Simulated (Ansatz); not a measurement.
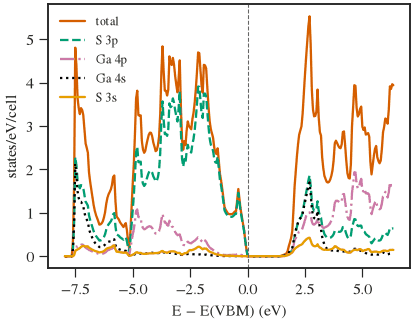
Fig. 1. Total and projected density of states of Ga$_{2}$S$_{3}$ in space group Imm2 (No. 44; Ga on 4d, S on 4d, S on 2a), plane-wave PAW LDA (Ansatz code)

Question: Which orbitals carry the states next to the gap?

Answer: Top 1 eV of the valence band: S 3p 94 %. Bottom 1 eV of the conduction band: Ga 4s 31 %, S 3p 29 %, Ga 4p 20 %, S 3s 10 %, outside the projected shells 10 %. Projections are on Löwdin-orthogonalised atomic valence shells; empty p or d shells of many metals are not among them.

Question: Where is the tallest occupied peak in this window, and what makes it?

Answer: Near -3.7 eV, about 4.8 states/eV per cell; the largest projected share is S 3p.

The workflow started from a Materials Project entry (that database holds measured and hypothetical structures alike); the Crystallography Open Database copy checked does not list it. COD files the formula under space group No. 9. Whether it is the stable phase at ambient conditions was not checked. Symmetry was held in the LDA relaxation; whether a distortion lowers the energy is not shown. Scalar-relativistic: spin–orbit coupling is off unless named, which matters more the heavier the elements.

Potentials: the later of the program's two PAW sets.
